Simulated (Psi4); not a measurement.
**C6H6 (SMILES c1ccccc1): a chain of runs**

Aim: a series of 16 runs (TPSSh-D3(BJ)/def2-SVP, UTPSSh-D3(BJ)/def2-SVP) of C6H6 and its partners. 

The calculation is run with Psi4 1.11.

### 1 The structure to begin with

C6H6 has 12 atoms, charge 0, and is taken as a singlet. As SMILES, `c1ccccc1`. The shape is that of a PBE0-D4/def2-TZVP optimisation.

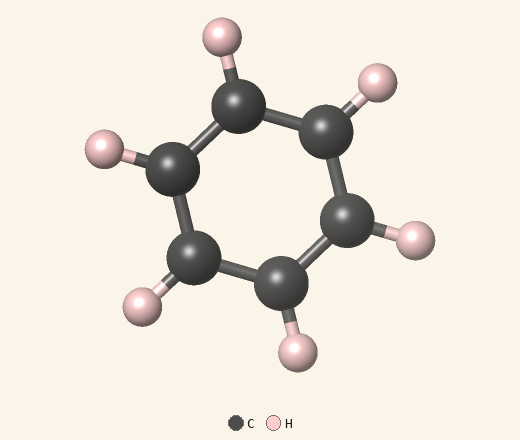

Viewed from a chosen angle; carbon dark grey, hydrogen pink.

### 2 The energy at TPSSh-D3(BJ)/def2-SVP (density fitting) (run 1)

Contents of input.dat:

```
memory 1.6 GB

molecule m {
  0 1
  C     -0.870060    -0.988190     0.437590
  C      0.374170    -0.845270     1.034690
  C      1.244250     0.142930     0.597090
  C      0.870080     0.988190    -0.437610
  C     -0.374150     0.845260    -1.034720
  C     -1.244230    -0.142930    -0.597110
  H     -1.549930    -1.760350     0.779580
  H      0.666480    -1.505780     1.843210
  H      2.216480     0.254660     1.063680
  H      1.549930     1.760370    -0.779580
  H     -0.666490     1.505790    -1.843200
  H     -2.216500    -0.254670    -1.063620
  symmetry c1
}

set {
  basis     def2-SVP
  reference rks
}

energy('tpssh-d3bj')
```

Command:

```
$ psi4 -i input.dat -o output.dat -n 1
```

output.dat:

```text
[...]
  Running in c1 symmetry.
[...]
  Nuclear repulsion =  204.404595766386734
[...]
  Multiplicity = 1
[...]
  Nalpha       = 21
  Nbeta        = 21
[...]
    Number of basis functions: 114
[...]
   @DF-RKS iter   1:  -231.73224692423190    2.29010e-02   6.91122e-03 DIIS/ADIIS
[...]
   @DF-RKS iter   6:  -232.11862822799111   -1.52480e-07   3.10300e-07 DIIS
[...]
  @DF-RKS Final Energy:  -232.11862822799111
   => Energetics <=
    Nuclear Repulsion Energy =            204.4045957663867341
    One-Electron Energy =                -715.7009166202703909
    Two-Electron Energy =                 310.6811624157144820
    DFT Exchange-Correlation Energy =     -31.4909162104420126
    Empirical Dispersion Energy =          -0.0125535793799200
    VV10 Nonlocal Energy =                  0.0000000000000000
    Total Energy =                       -232.1186282279911381
[...]
 Multipole Moments:
 ------------------------------------------------------------------------------------
     Multipole            Electronic (a.u.)      Nuclear  (a.u.)        Total (a.u.)
 ------------------------------------------------------------------------------------
 L = 1.  Multiply by 2.5417464519 to convert [e a0] to [Debye]
 Dipole X            :          0.0001607           -0.0000778            0.0000828
 Dipole Y            :          0.0000438            0.0000259            0.0000697
 Dipole Z            :         -0.0000898            0.0001211            0.0000313
 Magnitude           :                                                    0.0001127
[...]
```

It took 21 s on 1 thread of AMD EPYC 7R43 (Zen 3), shared host; peak memory 1.1 GiB.

### 3 The distorted shape: the energy at TPSSh-D3(BJ)/def2-SVP (density fitting) (run 2)

Contents of job.py:

```python
import psi4

psi4.set_memory('1600 MB')
psi4.set_num_threads(1)
psi4.core.set_output_file('run.log', False)

molecule = psi4.geometry("""
0 1
C     -0.768060    -0.872338     0.386283
C      0.476170    -0.729418     0.983383
C      1.346250     0.258782     0.545783
C      0.972080     1.104042    -0.488917
C     -0.272150     0.961112    -1.086027
C     -1.142230    -0.027078    -0.648417
H     -1.447930    -1.644498     0.728273
H      0.768480    -1.389928     1.791903
H      2.318480     0.370512     1.012373
H      1.549930     1.760370    -0.779580
H     -0.564490     1.621642    -1.894507
H     -2.114500    -0.138818    -1.114927
units angstrom
symmetry c1
""")

psi4.set_options(dict(basis='def2-SVP', reference='rks'))

E = psi4.energy('tpssh-d3(bj)')
print('E =', round(E, 9))
for k, v in sorted(psi4.core.scalar_variables().items()):
    print(f'{k:45s} {v:18.10f}')
```

Command:

```
$ python job.py
```

run.log:

```text
[...]
  Running in c1 symmetry.
[...]
  Nuclear repulsion =  205.266512482903011
[...]
  Multiplicity = 1
[...]
  Nalpha       = 21
  Nbeta        = 21
[...]
    Number of basis functions: 114
[...]
   @DF-RKS iter   1:  -231.70809638805355    6.58144e-02   6.88869e-03 DIIS/ADIIS
[...]
   @DF-RKS iter   8:  -232.09206059736741   -9.39876e-08   4.12711e-07 DIIS
[...]
  @DF-RKS Final Energy:  -232.09206059736741
   => Energetics <=
    Nuclear Repulsion Energy =            205.2665124829030106
    One-Electron Energy =                -717.3028832805734964
    Two-Electron Energy =                 311.5084364756577315
    DFT Exchange-Correlation Energy =     -31.5515163676509864
    Empirical Dispersion Energy =          -0.0126099077036200
    VV10 Nonlocal Energy =                  0.0000000000000000
    Total Energy =                       -232.0920605973674071
[...]
 Multipole Moments:
 ------------------------------------------------------------------------------------
     Multipole            Electronic (a.u.)      Nuclear  (a.u.)        Total (a.u.)
 ------------------------------------------------------------------------------------
 L = 1.  Multiply by 2.5417464519 to convert [e a0] to [Debye]
 Dipole X            :          0.1006663           -0.0882911            0.0123752
 Dipole Y            :          0.1142566           -0.1001670            0.0140896
 Dipole Z            :         -0.0507006            0.0444932           -0.0062074
 Magnitude           :                                                    0.0197534
[...]
```

The script printed:

```text
E = -232.092060597
CURRENT ENERGY                                   -232.0920605974
CURRENT REFERENCE ENERGY                         -232.0920605974
DD SOLVATION ENERGY                                 0.0000000000
DFT FUNCTIONAL TOTAL ENERGY                      -232.0794506897
DFT TOTAL ENERGY                                 -232.0920605974
DFT VV10 ENERGY                                     0.0000000000
DFT XC ENERGY                                     -31.5515163677
DISPERSION CORRECTION ENERGY                       -0.0126099077
GRID ELECTRONS ALPHA                               21.0000149102
GRID ELECTRONS BETA                                21.0000149102
GRID ELECTRONS TOTAL                               42.0000298204
NUCLEAR REPULSION ENERGY                          205.2665124829
ONE-ELECTRON ENERGY                              -717.3028832806
PCM POLARIZATION ENERGY                             0.0000000000
PE ENERGY                                           0.0000000000
SCF ITERATION ENERGY                             -232.0920605974
SCF ITERATIONS                                      8.0000000000
SCF TOTAL ENERGY                                 -232.0920605974
TPSSH-D3(BJ) DISPERSION CORRECTION ENERGY          -0.0126099077
TWO-ELECTRON ENERGY                               311.5084364757
XC GRID RADIAL POINTS                              75.0000000000
XC GRID SPHERICAL POINTS                          302.0000000000
XC GRID TOTAL POINTS                           253712.0000000000
```

Wall time 26 s (1 thread of AMD EPYC 7R43 (Zen 3), shared host); peak memory 1.1 GiB.

Runs 3 to 8 aren't shown in full; the table further down has their settings and results.

### 4 The distorted shape: a single-point energy at UTPSSh-D3(BJ)/def2-SVP (density fitting) (run 9)

Contents of c6h6.xyz:

```xyz
12
C6H6
C     -1.413948    -1.605943     0.711170
C     -0.169718    -1.463023     1.308270
C      0.700362    -0.474823     0.870670
C      0.326192     0.370437    -0.164030
C     -0.918038     0.227507    -0.761140
C     -1.788118    -0.760683    -0.323530
H     -2.093818    -2.378103     1.053160
H      0.122592    -2.123533     2.116790
H      1.672592    -0.363093     1.337260
H      1.549930     1.760370    -0.779580
H     -1.210378     0.888037    -1.569620
H     -2.760388    -0.872423    -0.790040
```

Contents of run.py:

```python
import psi4

psi4.set_memory('1600 MB')
psi4.set_num_threads(1)
psi4.core.set_output_file('psi4.out', False)

with open('c6h6.xyz') as f:
    atoms = ''.join(f.readlines()[2:])
molecule = psi4.geometry('0 1\n' + atoms + 'symmetry c1')

psi4.set_options({
    'basis': 'def2-SVP',
    'reference': 'uks',
    'guess_mix': True,
})

psi4.set_options({'reference': 'uhf', 'stability_analysis': 'follow', 'max_attempts': 5})
psi4.energy("scf")
psi4.set_options({'reference': 'uks', 'stability_analysis': 'none', 'guess': 'read', 'guess_mix': False})

e_tot = psi4.energy("tpssh-d3bj2b")
print('E =', round(e_tot, 9))
```

Command:

```
$ python run.py
```

psi4.out:

```text
[...]
  Running in c1 symmetry.
[...]
  Nuclear repulsion =  201.682797928283946
[...]
  Multiplicity = 1
[...]
  Nalpha       = 21
  Nbeta        = 21
[...]
    Number of basis functions: 114
[...]
   @DF-UHF iter   1:  -230.24027825765606   -4.87513e-01   3.71975e-03 ADIIS/DIIS
[...]
   @DF-UKS iter  17:  -231.99054293421102   -8.49352e-08   8.50043e-07 DIIS
[...]
   @S^2 Observed:                7.454328816E-07
[...]
  @DF-UKS Final Energy:  -231.99054293421102
   => Energetics <=
    Nuclear Repulsion Energy =            201.6827979282839465
    One-Electron Energy =                -709.8469214858263285
    Two-Electron Energy =                 307.5098171365639246
    DFT Exchange-Correlation Energy =     -31.3233629141939360
    Empirical Dispersion Energy =          -0.0128735990386504
    VV10 Nonlocal Energy =                  0.0000000000000000
    Total Energy =                       -231.9905429342110210
[...]
 Multipole Moments:
 ------------------------------------------------------------------------------------
     Multipole            Electronic (a.u.)      Nuclear  (a.u.)        Total (a.u.)
 ------------------------------------------------------------------------------------
 L = 1.  Multiply by 2.5417464519 to convert [e a0] to [Debye]
 Dipole X            :         -0.7689780            0.4702960           -0.2986819
 Dipole Y            :         -0.8734853            0.5342809           -0.3392044
 Dipole Z            :          0.3867272           -0.2364807            0.1502464
 Magnitude           :                                                    0.4762820
[...]
```

The script printed:

```text
E = -231.990542934
```

It took 89 s on 1 thread of AMD EPYC 7R43 (Zen 3), shared host; peak memory 1.2 GiB.

Runs 10 to 15 aren't shown in full; the table further down has their settings and results.

### 5 C6H5: the energy at UTPSSh-D3(BJ)/def2-SVP (density fitting) (run 16)

Contents of job.py:

```python
import psi4

psi4.set_memory('1600 MB')
psi4.set_num_threads(1)
psi4.set_output_file('psi4.out', False)

m = psi4.geometry("""
0 2
C     -0.870060    -0.988190     0.437590
C      0.374170    -0.845270     1.034690
C      1.244250     0.142930     0.597090
C      0.870080     0.988190    -0.437610
C     -0.374150     0.845260    -1.034720
C     -1.244230    -0.142930    -0.597110
H     -1.549930    -1.760350     0.779580
H      0.666480    -1.505780     1.843210
H      2.216480     0.254660     1.063680
H     -0.666490     1.505790    -1.843200
H     -2.216500    -0.254670    -1.063620
symmetry c1
""")

psi4.set_options(dict(reference='uks'))

result, w = psi4.energy('tpssh-d3(bj)/def2-SVP', return_wfn=True)
print(f'tpssh-d3(bj)/def2-SVP energy: {result:.10f} Eh')
for k, v in sorted(psi4.core.scalar_variables().items()):
    print(f'{k:45s} {v:18.10f}')
```

Command:

```
$ python job.py
```

psi4.out:

```text
[...]
  Running in c1 symmetry.
[...]
  Nuclear repulsion =  195.035970045346147
[...]
  Multiplicity = 2
[...]
  Nalpha       = 21
  Nbeta        = 20
[...]
    Number of basis functions: 109
[...]
   @DF-UKS iter   1:  -231.07435632492064   -1.86919e-02   6.97849e-03 ADIIS/DIIS
[...]
   @DF-UKS iter  11:  -231.42996122189530   -6.56257e-08   3.72717e-07 DIIS
[...]
   @S^2 Observed:                7.611715651E-01
[...]
  @DF-UKS Final Energy:  -231.42996122189530
   => Energetics <=
    Nuclear Repulsion Energy =            195.0359700453461471
    One-Electron Energy =                -696.1071896715576486
    Two-Electron Energy =                 300.7591259554130261
    DFT Exchange-Correlation Energy =     -31.1061903117398302
    Empirical Dispersion Energy =          -0.0116772393570270
    VV10 Nonlocal Energy =                  0.0000000000000000
    Total Energy =                       -231.4299612218952973
[...]
 Multipole Moments:
 ------------------------------------------------------------------------------------
     Multipole            Electronic (a.u.)      Nuclear  (a.u.)        Total (a.u.)
 ------------------------------------------------------------------------------------
 L = 1.  Multiply by 2.5417464519 to convert [e a0] to [Debye]
 Dipole X            :          1.1412360           -1.3580407           -0.2168047
 Dipole Y            :          1.2961172           -1.5423227           -0.2462056
 Dipole Z            :         -0.5740766            0.6831412            0.1090646
 Magnitude           :                                                    0.3457117
[...]
```

The script printed:

```text
tpssh-d3(bj)/def2-SVP energy: -231.4299612219 Eh
CURRENT ENERGY                                   -231.4299612219
CURRENT REFERENCE ENERGY                         -231.4299612219
DD SOLVATION ENERGY                                 0.0000000000
DFT FUNCTIONAL TOTAL ENERGY                      -231.4182839825
DFT TOTAL ENERGY                                 -231.4299612219
DFT VV10 ENERGY                                     0.0000000000
DFT XC ENERGY                                     -31.1061903117
DISPERSION CORRECTION ENERGY                       -0.0116772394
GRID ELECTRONS ALPHA                               21.0000141821
GRID ELECTRONS BETA                                20.0000127452
GRID ELECTRONS TOTAL                               41.0000269273
NUCLEAR REPULSION ENERGY                          195.0359700453
ONE-ELECTRON ENERGY                              -696.1071896716
PCM POLARIZATION ENERGY                             0.0000000000
PE ENERGY                                           0.0000000000
SCF ITERATION ENERGY                             -231.4299612219
SCF ITERATIONS                                     11.0000000000
SCF TOTAL ENERGY                                 -231.4299612219
TPSSH-D3(BJ) DISPERSION CORRECTION ENERGY          -0.0116772394
TWO-ELECTRON ENERGY                               300.7591259554
XC GRID RADIAL POINTS                              75.0000000000
XC GRID SPHERICAL POINTS                          302.0000000000
XC GRID TOTAL POINTS                           232684.0000000000
```

It took 48 s on 1 thread of AMD EPYC 7R43 (Zen 3), shared host; peak memory 1 GiB.

### 6 Overview of the runs

```csv
run,level,level shift,density convergence threshold,partner,energy (Eh),dipole moment (D),HOMO energy (eV),LUMO energy (eV),wall time
1,TPSSh-D3(BJ)/def2-SVP (density fitting),–,–,base,-232.118628,0.00,-6.64,-0.43,21 s
2,TPSSh-D3(BJ)/def2-SVP (density fitting),–,–,C4–H10 0.92 Å,-232.092061,0.05,-6.63,-0.43,26 s
3,TPSSh-D3(BJ)/def2-SVP (density fitting),–,–,C4–H10 1.25 Å,-232.107321,0.12,-6.67,-0.46,26 s
4,TPSSh-D3(BJ)/def2-SVP (density fitting),–,–,C4–H10 1.41 Å,-232.082194,0.30,-6.71,-0.50,26 s
5,UTPSSh-D3(BJ)/def2-SVP (density fitting),–,–,C4–H10 1.41 Å,-232.082194,0.30,-6.71,-0.50,55 s
6,TPSSh-D3(BJ)/def2-SVP (density fitting),–,–,C4–H10 1.63 Å,-232.043753,0.62,-6.78,-0.62,28 s
7,UTPSSh-D3(BJ)/def2-SVP (density fitting),–,–,C4–H10 1.63 Å,-232.043753,0.62,-6.78,-0.62,66 s
8,TPSSh-D3(BJ)/def2-SVP (density fitting),–,–,C4–H10 1.95 Å,-231.990543,1.21,-6.90,-2.24,30 s
9,UTPSSh-D3(BJ)/def2-SVP (density fitting),–,–,C4–H10 1.95 Å,-231.990543,1.21,-6.90,-2.24,89 s
10,TPSSh-D3(BJ)/def2-SVP (density fitting),–,–,C4–H10 2.39 Å,-231.937658,2.03,-6.82,-3.60,29 s
11,UTPSSh-D3(BJ)/def2-SVP (density fitting),–,–,C4–H10 2.39 Å,-231.951949,1.40,-6.80,-2.72,56 s
12,UTPSSh-D3(BJ)/def2-SVP (density fitting),–,–,C4–H10 3.25 Å,not converged,–,–,–,14 s
13,UTPSSh-D3(BJ)/def2-SVP (density fitting),0.3,1e-06,C4–H10 3.25 Å,not converged,–,–,–,20 s
14,UTPSSh-D3(BJ)/def2-SVP (density fitting),–,1e-06,C4–H10 3.25 Å,not converged,–,–,–,19 s
15,UTPSSh-D3(BJ)/def2-SVP (density fitting),–,–,fragment,-0.499321,0.00,-8.29,–,3.3 s
16,UTPSSh-D3(BJ)/def2-SVP (density fitting),–,–,fragment,-231.429961,0.88,-6.63,-2.67,48 s
```

### 7 Results

```
                                                                                               quantity          value
                                                                                     C6H5: total energy  -231.42996 Eh
                                                                                    C6H5: dipole moment         0.88 D
                                                               C6H5: HOMO energy (highest over α and β)       -6.63 eV
                                                                C6H5: LUMO energy (lowest over α and β)       -2.67 eV
                                                                                C6H5: dispersion energy  -30.66 kJ/mol
                                                                                             C6H5: ⟨S²⟩          0.761
interaction energy of the rigid parts H and C6H5 (parts in their own basis; closest atoms 1.08 Å apart)      -5.152 eV
                                     energy change with the C4–H10 bond stretched from 1.084 to 1.409 Å       0.991 eV
                                     energy change with the C4–H10 bond stretched from 1.084 to 2.385 Å       4.924 eV
                                     energy change with the C4–H10 bond stretched from 1.084 to 1.247 Å       0.308 eV
                                     energy change with the C4–H10 bond stretched from 1.084 to 1.626 Å       2.037 eV
                                     energy change with the C4–H10 bond shortened from 1.084 to 0.921 Å       0.723 eV
                                     energy change with the C4–H10 bond stretched from 1.084 to 1.951 Å       3.485 eV
```

The interaction energy of the rigid parts H and C6H5 (parts in their own basis; closest atoms 1.08 Å apart) is −5.15 eV (−497 kJ/mol): the parts attract. Without counterpoise this holds the superposition error of the basis. With the C4–H10 bond stretched from 1.084 to 1.409 Å the energy rises by 0.99 eV (22.9 kcal/mol). The first shape isn't relaxed at this level, so the change isn't measured from a minimum. With the C4–H10 bond stretched from 1.084 to 2.385 Å the energy rises by 4.92 eV (114 kcal/mol). A restricted reference can't describe the breaking bond well at this length. With the C4–H10 bond stretched from 1.084 to 1.247 Å the energy rises by 0.31 eV (7.1 kcal/mol). With the C4–H10 bond stretched from 1.084 to 1.626 Å the energy rises by 2.04 eV (197 kJ/mol). With the C4–H10 bond shortened from 1.084 to 0.921 Å the energy rises by 0.72 eV (16.7 kcal/mol). In runs 8, 10 a closed-shell determinant meets a far-stretched bond, which it describes badly. Spin contamination of the reference: run 11 ⟨S²⟩ = 0.63. Where it is this large, the reference is a mixture of spin states, and values that rest on it are in doubt. All runs together took 9.3 min, the longest 89 s. 3 of the 16 runs did not end normally.
